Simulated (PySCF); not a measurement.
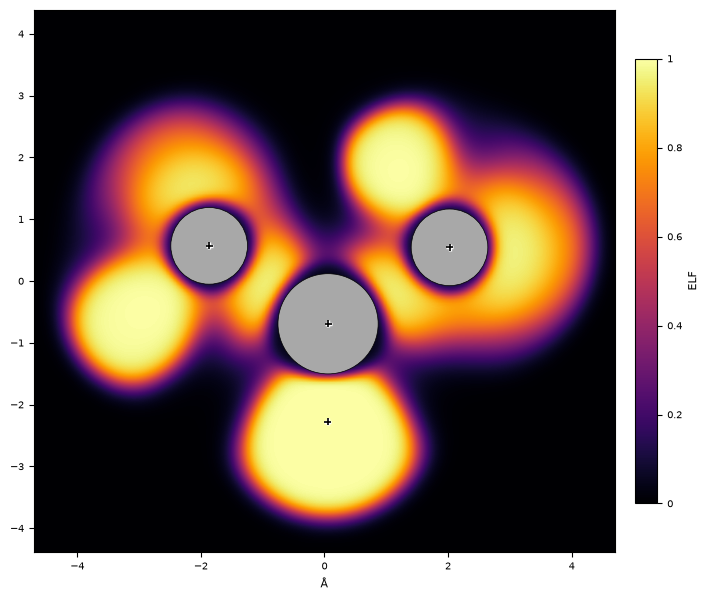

The electron localisation function on a plane through atoms (crosses mark nuclei in the plane; grey discs cover the cores).

These are results of CAM-B3LYP/def2-SVPD, SCF density, gas phase (PySCF), not measurements.

Candidates:
A. Al$_{3}$H$_{6}$P$_{3}$
B. Al$_{3}$As$_{3}$H$_{6}$
C. Al$_{3}$H$_{3}$Te$_{3}$

> Which candidate gave the map?

Candidate A: Al$_{3}$H$_{6}$P$_{3}$ on the plane of atoms P3, Al1 and P9, which holds Al, H and P. Al–P (2.32 Å): the ELF peaks at about 0.95 between the atoms; localised, covalent bonding. Al–H (1.59 Å): the ELF climbs to about 1 towards the hydrogen.
